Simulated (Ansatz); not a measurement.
# What Mo2NO2 monolayer distorts into, part 3 of 3

Which phase does Mo2NO2 monolayer fall into along its unstable mode, and how much energy does it gain?

Ansatz 0.2.0; DFT PBEsol, scalar-relativistic, plane waves, PAW; PAW set soft_1.

So far. Step 4 (The mode frozen in, largest atomic shift 0.08 Å): The energy, extrapolated to zero smearing, is -0.92 meV/atom against the undistorted cell. Step 5 (Energy along the mode, all amplitudes (two of the runs …): The lowest of the steps tried is at 0.08 Å, 0.921 meV/atom below the parent; the bottom of the well need not coincide with a step.

### 6. Relaxation from the frozen mode (continued)

Relaxation path:

```
step  energy less that of the first step (eV)  largest force component (eV/Å)  volume (Å³)
   1                                   0.0000                          0.1644       552.33
   2                                  -0.0096                          0.1238       549.25
   3                                  -0.0275                          0.2203       547.43
   4                                  -0.0941                          0.4831       542.56
   5                                  -0.2728                          0.6398       536.26
   6                                  -0.4429                          0.5849       532.23
   7                                  -0.3708                          0.9367       528.76
   8                                  -0.5082                          0.6023       538.09
   9                                  -0.6092                          0.1852       538.74
  10                                  -0.6191                          0.0418       534.03
  11                                  -0.6194                          0.0171       535.26
  12                                  -0.6194                          0.0081       535.36
  13                                  -0.6195                          0.0009       535.26
  14                                  -0.6195                          0.0003       535.27
 15*                                  -0.6273                          0.0008       535.27
  16                                  -0.6276                          0.0155       535.18
  17                                  -0.6276                          0.0100       535.29
  18                                  -0.6276                          0.0013       535.25
 19*                                  -0.6276                          0.0014       535.25
```

Relaxation steps marked * repeat the geometry before them on a plane-wave basis chosen anew for their cell, so energy and pressure can jump there. Relaxation step 7 was tried and not accepted.

The run keeps the 4 symmetry operations that it works with, so distortions that break them were not tested.

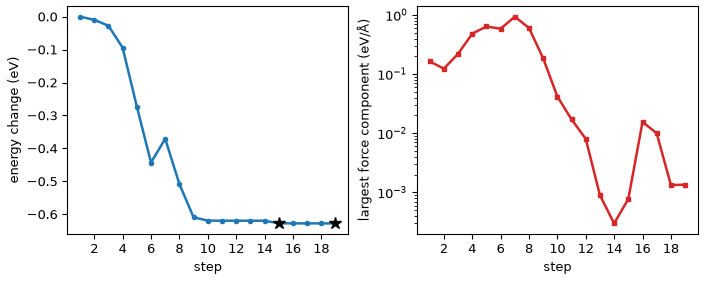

Energy and largest force along the relaxation. Stars mark steps on a basis chosen anew.

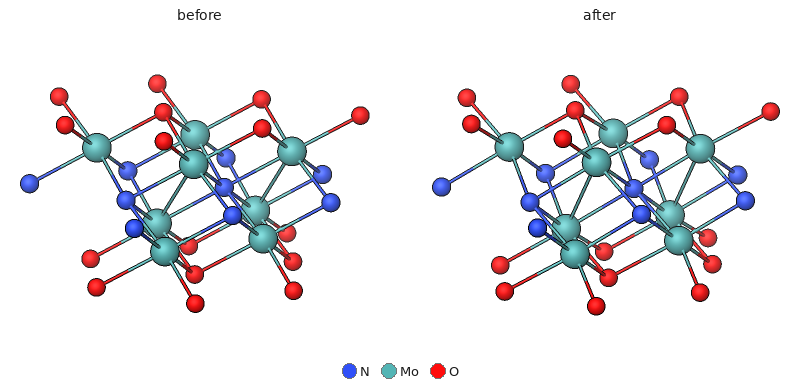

Before and after, at one scale.

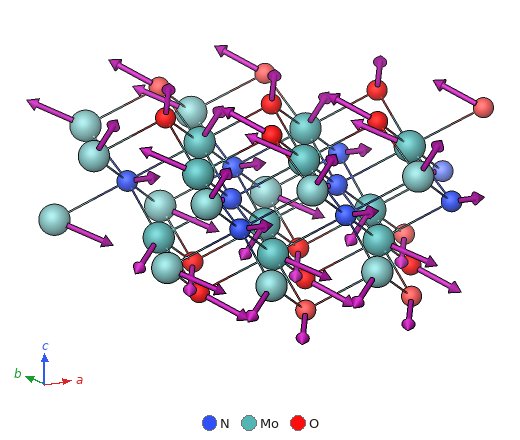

Displacements in the relaxation, exaggerated, measured against the changing cell; the longest in the cell stands for 0.17 Å. 2×1×1 cells are drawn. Some periodic images of atoms are drawn too.

```
cell as run  before  after  change
      a (Å)   3.128  3.307  +5.7 %
      b (Å)   5.417  4.965  -8.4 %
```

The atoms that moved most (Å, along periodic axes as changes of fractional coordinates times the final cell, across vacuum about the mean position):

```
atom      dx      dy      dz  length
  O7  -0.089   0.127   0.060   0.167
  O9   0.089  -0.127  -0.060   0.167
 O10  -0.089  -0.127  -0.060   0.167
  O8   0.089   0.127   0.060   0.167
 Mo5   0.125  -0.090  -0.062   0.166
 Mo3  -0.125   0.090   0.062   0.166
 Mo6  -0.125  -0.090  -0.062   0.166
 Mo4   0.125   0.090   0.062   0.166
```

The relaxed structure:

```cif
data_structure
_symmetry_space_group_name_H-M 'P 1'
_symmetry_Int_Tables_number 1
_cell_length_a 3.3072
_cell_length_b 4.9645
_cell_length_c 32.6000
_cell_angle_alpha 90.000
_cell_angle_beta 90.000
_cell_angle_gamma 90.000
_cell_volume 535.25
loop_
_atom_site_label
_atom_site_type_symbol
_atom_site_fract_x
_atom_site_fract_y
_atom_site_fract_z
_atom_site_occupancy
N1 N 0.44471 0.50000 0.30675 1
N2 N 0.05529 0.00000 0.30675 1
Mo3 Mo 0.93853 0.35149 0.34043 1
Mo4 Mo 0.56147 0.85149 0.34043 1
Mo5 Mo 0.56147 0.14851 0.27306 1
Mo6 Mo 0.93853 0.64851 0.27306 1
O7 O 0.45945 0.19232 0.37187 1
O8 O 0.04055 0.69232 0.37187 1
O9 O 0.04055 0.30768 0.24163 1
O10 O 0.45945 0.80768 0.24163 1
```

This step gave:

| Quantity | Value |
| --- | --- |
| area per atom | 1.642 Å² |

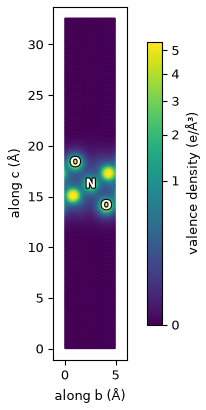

Valence density in the bc plane at fractional x = 0.041, with atoms of N and O within 0.2 Å of it. It is the smooth field of the valence electrons, not physical close to the nuclei. The map starts off the cell's origin, so that atoms lie inside it. The colour scale is stretched toward low values.

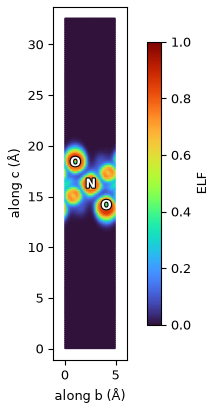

ELF in the bc plane at fractional x = 0.041, with atoms of N and O within 0.2 Å of it. It is the smooth field of the valence electrons, not physical close to the nuclei. The map starts off the cell's origin, so that atoms lie inside it.

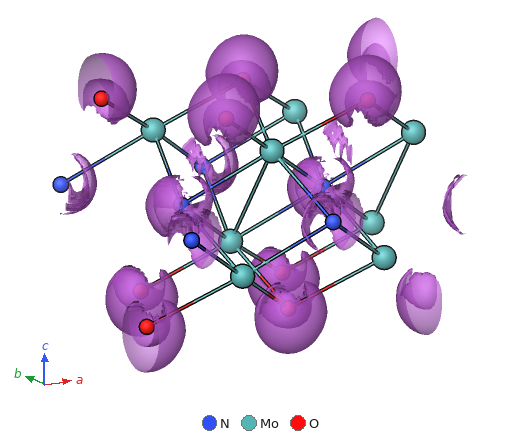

Surface of ELF = 0.79. 2×1×1 cells are drawn.

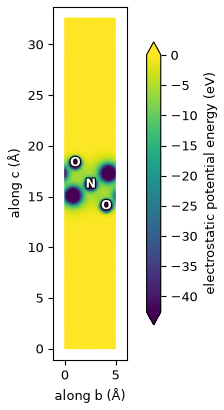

Electrostatic potential energy in the bc plane at fractional x = 0.041, with atoms of N and O within 0.2 Å of it. With pseudopotentials it is smooth inside the atoms' cores, unlike the true potential. The map starts off the cell's origin, so that atoms lie inside it.

The distorted start has space group P2/c; the relaxation ends in P2/c.

### 7. The phases reached

The phases reached along the modes that were followed are set side by side.

Energies are those of the first relaxation, on the mesh of the frozen mode; space group, volume and gap are those of the last relaxation. Phases, by row:

```
             mode frozen in  space group  energy from parent (meV/atom)  volume (Å³/atom)  gap on mesh (eV)  lowest zone-centre optical mode (cm⁻¹)  largest shift (Å)
                     parent        P-3m1                              0             55.23                 0                                       –                  –
q = (0, -0.5, 0), 133i cm⁻¹       P2_1/m                         -51.51             53.42                 0                                       –              0.275
 q = (0, -0.5, 0), 43i cm⁻¹         P2/c                         -63.92             53.52                 0                                       –              0.231
```

### 8. Summary of results

```yaml
unstable_mode_of_the_parent: q = (0, -0.5, 0), 43i cm⁻¹
depth_at_the_lowest_point_sampled: 0.921 meV/atom
largest_atomic_shift_at_that_point: 0.08 Å
space_group_reached_within_0p01_a: P2/c
energy_gained_over_the_parent_first_relaxation_on_the_mesh_of_the_frozen_mode: 63.9 meV/atom
area_per_atom_phase_reached: 1.64 Å²
```

In words: Along this mode the structure falls into P2/c, 63.9 meV/atom below the parent. At the parent's cell the well is 0.921 meV/atom deep on the steps tried, with its lowest point at a shift of 0.08 Å. Relaxing atoms and cell changes the gain by +63.00 meV/atom against the lowest step (energies at zero smearing). Most of the total comes from this relaxation. The modes of the phase reached were not computed on this path. How so shallow a well moves with the k mesh was not tested. Of the 2 patterns followed to their end from this parent, this one reaches the lowest energy. Each path keeps the symmetry of its pattern, so a lower phase may lie along a pattern not tried. With no gap, or one that is small against the smearing, the frequencies hang on the k mesh and the smearing, most of all near Kohn anomalies. The phonon runs are without spin polarisation, although the cell has an odd electron count. In a sheet or slab the interpolated bending branch near Γ is rough, since the rotational sum rule isn't imposed. The PAW files were made for PBE and serve the other functionals too. A phonon run warned that its eigensolver left some bands unconverged in a pass. The starting cell was built on a prototype and not taken from a measurement.

[Logs are printed without paths, hosts, clocks, repeated set-up lines and the standing remarks that a program may print on its own settings, such as how far it seeks lower states.]

[Hosts, paths, dates, database ids (printed as entryN), source tags and the programs' standing remarks are cut or masked in the printed files.]
